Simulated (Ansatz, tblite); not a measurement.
**SiEt(OAc)3 (C8H14O6Si): rung by rung**

Aim: run the singlet of SiEt(OAc)3 (C8H14O6Si) at one geometry on many levels, and compare frontier levels, spin and run time.

Method: as each input shows; program: Ansatz 0.2.0, Gaussian basis.

Levels to be run: GFN1-xTB, GFN2-xTB, PBE-D4/def2-TZVP, r2SCAN-D4/def2-TZVP, PBE-D4/def2-SVP, PBE0-D4/def2-SVP, HF/6-31G, B3LYP-D4/6-31G, MP2/def2-SVP.

5 further runs of the same task are left out: 3 that didn't finish, 2 set aside as unsound or not needed. Runs told in other sessions of the task aren't counted.

## Step 1: The relaxed structure

The singlet was relaxed beforehand with PBE-D4/def2-SVP.

29 atoms, charge 0, spin multiplicity 1.

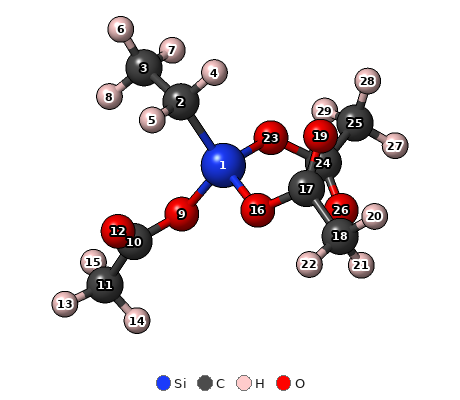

The geometry (silicon blue, carbon dark grey, hydrogen pink, oxygen red); atoms are numbered from 1 in the order of the file.

PBE0-D4/def2-TZVP was run before; its log isn't repeated, and its numbers join the tables.

## Step 2: GFN1-xTB

Tight binding, by tblite at 300 K electronic temperature and without a spin-polarisation term:

```python
tblite.interface.Calculator('GFN1-xTB', numbers, positions, charge=0, uhf=0).singlepoint()
```

Energy -1489.9825 eV, HOMO -11.98 eV, LUMO -7.35 eV; 0.026 s.

## Step 3: GFN2-xTB

Tight binding, by tblite at 300 K electronic temperature and without a spin-polarisation term:

```python
tblite.interface.Calculator('GFN2-xTB', numbers, positions, charge=0, uhf=0).singlepoint()
```

Energy -1375.9797 eV, HOMO -11.36 eV, LUMO -6.92 eV; 0.021 s.

## Step 4: PBE-D4/def2-TZVP

start.molden holds the orbitals of an earlier run on this state, given as this run's starting guess.

in.yaml

```yaml
crystal:
  periodic: [false, false, false]
  atoms:
    - {symbol: Si, position_ang: [0.038118, 0.046653, 0.358528]}
    - {symbol: C, position_ang: [-0.085578, -0.191645, 2.194297]}
    - {symbol: C, position_ang: [0.803358, -1.319859, 2.740335]}
    - {symbol: H, position_ang: [-1.160801, -0.380874, 2.402572]}
    - {symbol: H, position_ang: [0.169696, 0.783850, 2.658915]}
    - {symbol: H, position_ang: [0.666594, -1.442392, 3.833715]}
    - {symbol: H, position_ang: [0.566968, -2.292726, 2.262424]}
    - {symbol: H, position_ang: [1.879703, -1.114123, 2.564645]}
    - {symbol: O, position_ang: [1.638438, 0.211261, -0.234143]}
    - {symbol: C, position_ang: [2.429608, 1.214517, 0.240462]}
    - {symbol: C, position_ang: [3.771144, 1.245078, -0.444380]}
    - {symbol: O, position_ang: [2.059992, 1.979930, 1.111695]}
    - {symbol: H, position_ang: [4.408207, 2.025376, 0.006064]}
    - {symbol: H, position_ang: [3.627328, 1.450018, -1.524468]}
    - {symbol: H, position_ang: [4.259538, 0.253560, -0.369806]}
    - {symbol: O, position_ang: [-0.766156, 1.412895, -0.273738]}
    - {symbol: C, position_ang: [-2.127930, 1.389938, -0.314569]}
    - {symbol: C, position_ang: [-2.686621, 2.497844, -1.161558]}
    - {symbol: O, position_ang: [-2.773911, 0.530722, 0.259750]}
    - {symbol: H, position_ang: [-3.781321, 2.559173, -1.037342]}
    - {symbol: H, position_ang: [-2.441951, 2.267518, -2.218999]}
    - {symbol: H, position_ang: [-2.202715, 3.462281, -0.915026]}
    - {symbol: O, position_ang: [-0.455342, -1.406605, -0.374566]}
    - {symbol: C, position_ang: [-0.969411, -1.551468, -1.632633]}
    - {symbol: C, position_ang: [-1.366474, -2.982011, -1.895046]}
    - {symbol: O, position_ang: [-1.092669, -0.628952, -2.411575]}
    - {symbol: H, position_ang: [-1.697209, -3.096289, -2.941632]}
    - {symbol: H, position_ang: [-2.190879, -3.261027, -1.207101]}
    - {symbol: H, position_ang: [-0.519723, -3.662655, -1.676829]}
basis:
  gaussian: {orbitals: def2-TZVP, initial_orbitals: start.molden}
hamiltonian: {xc: pbe, dispersion: d4}
scf: {omitted_lower_state_checks: [starts]}
output: {orbitals: {seedname: orbitals}}
```

Command:

```
$ ansatz run in.yaml --threads 4 --pin off --events-out ev --progress --plain --max-ram 6963MiB
```

The runs that follow: r2SCAN-D4/def2-TZVP; PBE-D4/def2-SVP; PBE0-D4/def2-SVP; HF/6-31G; B3LYP-D4/6-31G; MP2/def2-SVP.

**Question.** What will the summary of the whole plan be? Wanted: gap in def2-TZVP, named functionals, smallest and largest; correlation energy, MP2/def2-SVP; binding an atom, functionals in def2-TZVP; PBE0 total energy, smallest basis above largest.

The runs gave:

| quantity | value |
| --- | --- |
| gap in def2-TZVP, named functionals, smallest and largest | 5.00 eV (PBE-D4), 7.81 eV (PBE0-D4) |
| correlation energy, MP2/def2-SVP | -61.65 eV |
| binding an atom, functionals in def2-TZVP | 4.58 (PBE0-D4) to 4.70 eV (PBE-D4) |
| PBE0 total energy, smallest basis above largest | 26.56 eV (def2-SVP, def2-TZVP) |

In words: Orbital gaps of the named functionals in def2-TZVP span 5.00 eV (PBE-D4) to 7.81 eV (PBE0-D4); exact exchange widens it.
